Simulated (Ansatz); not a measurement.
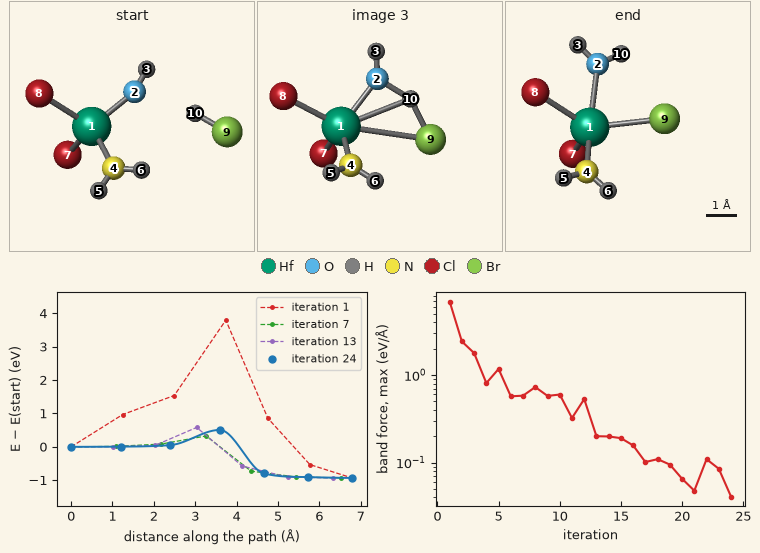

NEB run on HfNH₄OBrCl₂, made up at the start of HfNH$_{3}$OCl$_{2}$ and HBr. Images are numbered from 0 (start) to 6 (end). The plot follows the band through its iterations. A ball-and-stick model, seen at a tilt.

Level of theory: RHF/def2-SVP (Ansatz). Run with 5 movable images; climbing image; force threshold 0.05 eV/Å; iteration limit 60; starting path through a guess of the saddle point.

> How did the profile develop, and is the result final?

The result is final at these settings. The band converged in 24 iterations. The largest component of the band force went from 6.9 to 0.041 eV/Å. The climbing image converged on the top of the path. Its vibrational analysis gives one imaginary mode (1094i cm⁻¹), as a transition state must have. The first iteration put the highest image at 3.80 eV. The highest point, image 3, lies 0.51 eV above the start and 1.44 eV above the end; the end is at −0.93 eV relative to the start.

Limits of the set-up: the start holds two separate molecules, 2.4 Å apart at their closest, whose relative position is a soft coordinate and is computed without a dispersion correction; Hartree-Fock leaves out electron correlation.

Cost: 6.2 min on 4 threads of Intel(R) Xeon(R) Platinum 8259CL CPU @ 2.50GHz (Skylake/Cascade Lake), with other jobs on the host, peak memory 0.52 GiB.
